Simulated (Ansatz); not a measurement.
**C$_{7}$H$_{16}$O: density, localisation and related maps**

```xyz
24

C    -0.8589   -2.9004    1.8359
C    -0.2278   -1.8915    0.8912
C    -0.0591   -0.5242    1.5364
C     0.6369    0.5252    0.6763
O     1.9916    0.1805    0.4251
C    -0.1034    0.8410   -0.6151
C     0.4617    2.0416   -1.3552
C    -0.2438    2.3078   -2.6731
H    -1.8500   -2.5687    2.1579
H    -0.2489   -3.0322    2.7337
H    -0.9729   -3.8785    1.3631
H     0.7488   -2.2729    0.5691
H    -0.8409   -1.8079   -0.0119
H     0.5184   -0.6337    2.4608
H    -1.0437   -0.1385    1.8268
H     0.7026    1.4467    1.2657
H     1.9991   -0.5990   -0.1376
H    -1.1624    1.0117   -0.3857
H    -0.0742   -0.0385   -1.2722
H     0.3861    2.9252   -0.7108
H     1.5304    1.8825   -1.5257
H     0.1747    3.1781   -3.1837
H    -0.1528    1.4523   -3.3489
H    -1.3113    2.4933   -2.5221
```

Geometry: PBE0-D4/def2-TZVP.

Computed with Ansatz, RKS PBE0-D4/def2-TZVPP.

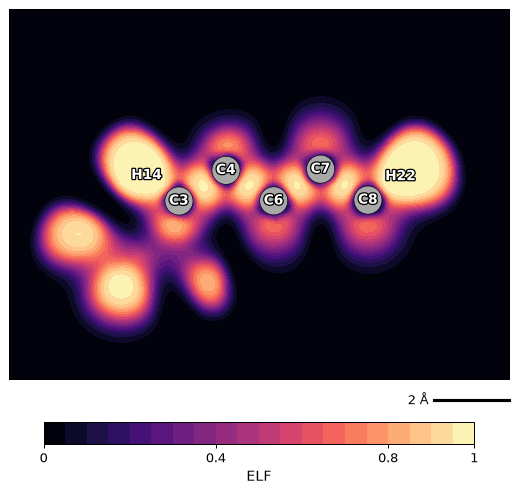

Figure 1. Electron localisation function on the plane of atoms C6, C7 and C8. Grey discs cover the atomic cores.

Interpret the plot.

Answer.
- The section cuts through C and H sites.
- C–C (1.52 Å): the ELF peaks at about 0.95 between the atoms (localised, covalent bonding).
- C–H (1.10 Å): the ELF climbs to about 1 towards the hydrogen, as it does in any bond to H (an ordinary covalent bond to hydrogen).

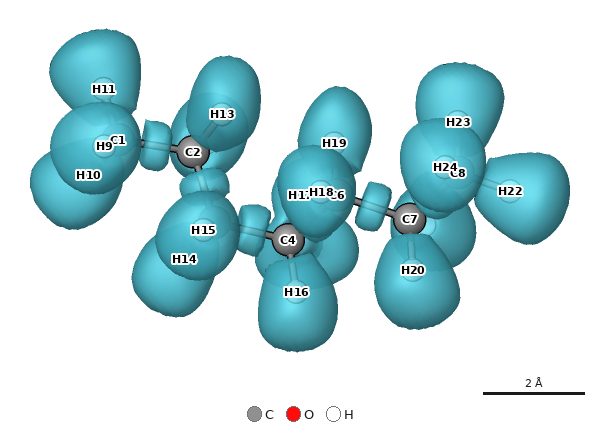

Figure 2. Isosurface of the electron localisation function at 0.75 (cyan), seen at a tilt. Core shells and regions of very low density are left out.

Where are the electrons localised?

Answer. At this value the surface marks out six regions between bonded C–C atoms (shared pairs), 15 regions around hydrogen nuclei and one joined region spread over several atoms (H, O), in which their bonds and any lone pairs are merged.


C–O (1.42 Å): the ELF peaks at about 0.90 between the atoms (a shared but strongly polarised pair).

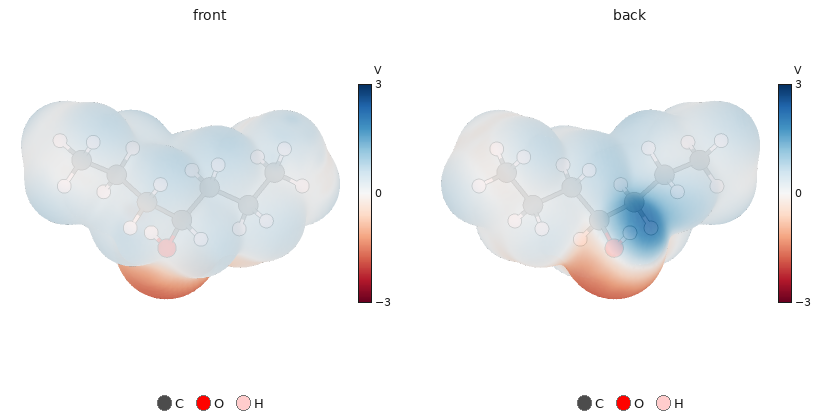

Figure 3. The electrostatic potential painted on the density surface at 0.002 e/bohr³, seen from the front and from behind; the colour scale runs from red (negative) to blue (positive).

Where is the surface potential most negative and most positive?

Answer. The most negative region (about −1.7 V) lies over O5, the most positive (about +2.0 V) over H17. O5 is the likeliest acceptor of a hydrogen bond.
